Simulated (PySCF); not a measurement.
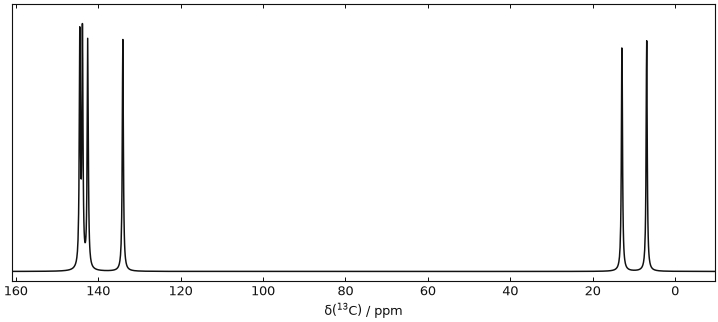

GIAO shifts, PBE0/pcSseg-1 (IEF-PCM methanol) with PySCF, at a PBE0-D3(BJ)/def2-SVP geometry (no frequency check), against TMS for ¹³C computed at the same level. fully decoupled, line heights follow the number of nuclei, widths are arbitrary (no quadrupolar broadening); values of one conformer, averaged over methyl-type rotors and exact or near symmetry; other conformers aren't averaged in.

Question: Which structure fits the spectrum?
A. C₃H₁₄NOPSi₂, SMILES CC[P@@](C)(=O)N([SiH3])[SiH3]
B. C₅H₁₀FOPSi, SMILES CC(=O)P1C[C@H](F)[C@H]1[SiH3]
C. C₆H₁₀OSSi₂, SMILES c1csc([Si@H]2CC[SiH2]O2)c1
D. C₆H₁₂OP₂, SMILES C=CP1(=O)CCPCC1

Answer: Option C. Its ¹³C signals: 144.5 (1 C), 143.8 (1 C), 142.5 (1 C), 134.0 (1 C), 12.9 (1 C), 6.9 (1 C) ppm.
